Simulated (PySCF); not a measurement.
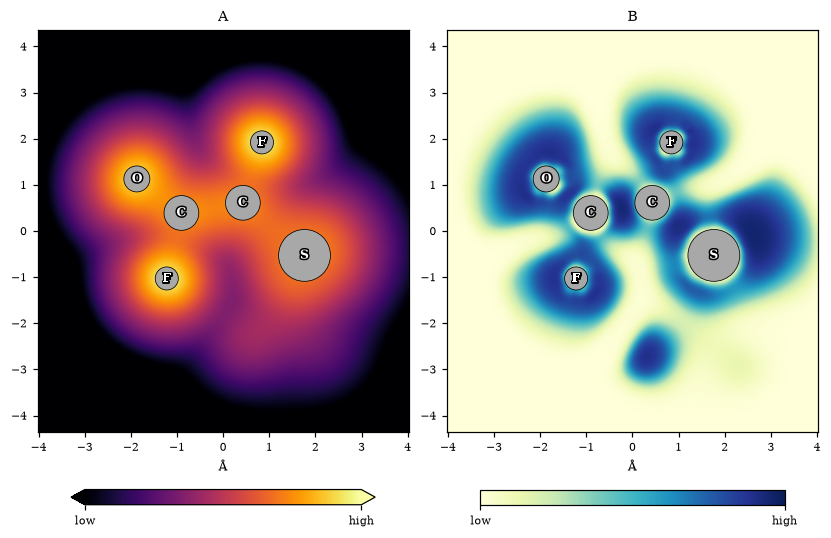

C₃H₃F₂OS (charge −1): 2 fields on the plane of atoms O6, C5 and F7, with unlabelled colour scales. Grey discs cover the atomic cores.

Geometry: GFN2-xTB, dihedral held.

These are results of PBE0/pcSseg-1, SCF density, gas phase, non-relativistic (PySCF), not measurements.

```yaml
atoms:
  - { symbol: C, position_ang: [-1.1641, 2.0295, 0.6447] }
  - { symbol: S, position_ang: [-0.7529, 0.8484, -0.6832] }
  - { symbol: C, position_ang: [1.0091, 0.7188, -0.4752] }
  - { symbol: F, position_ang: [1.6282, 0.4502, -1.6948] }
  - { symbol: C, position_ang: [1.6719, 0.2137, 0.6143] }
  - { symbol: O, position_ang: [2.8383, -0.0704, 0.8047] }
  - { symbol: F, position_ang: [0.8562, 0.2803, 1.8171] }
  - { symbol: H, position_ang: [-0.5097, 2.8941, 0.5678] }
  - { symbol: H, position_ang: [-2.2011, 2.3203, 0.4982] }
  - { symbol: H, position_ang: [-1.0383, 1.5464, 1.6064] }
```

### Which field does each panel show? The fields are: electron density and electron localisation function.

Panel A: electron density. Panel B: electron localisation function. From the grid: C–O (1.22 Å): ρ is about 3.2 e/Å³ halfway; the ELF peaks at about 0.85 between the atoms; a multiple bond. C–C (1.37 Å): the density is about 2.2 e/Å³ at the midpoint; the ELF peaks at about 0.95 between the atoms, as expected for localised, covalent bonding.
